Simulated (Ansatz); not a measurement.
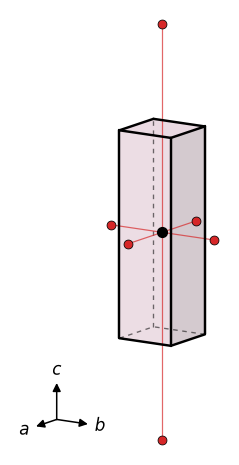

For Ta2SiC, coordinates from a relaxation with DFT PBE, scalar-relativistic, plane waves, PAW (Ansatz); the starting structure was generated, so it need not be a known form of this composition: the Wigner–Seitz cell of the crystal's lattice, with lines to the lattice points that define its faces. Geometry calculated from the standardised cell; symmetry tolerance 0.002 Å.

a = 2.726 Å, b = 2.726 Å, c = 9.429 Å, α = 90.00°, β = 90.00°, γ = 90.00°; space group P4/mmm, No. 123.

### Describe the polyhedron.

A parallelepiped: 6 faces (6 with 4 edges), 12 edges, 8 vertices. Its volume is that of the primitive cell, 70.0 Å³.

### Which lattice vectors do the faces bisect?

```csv
example,length (Å),faces,edges of each,area (Å²)
a,2.73,4,4,25.7
c,9.43,2,4,7.4
```
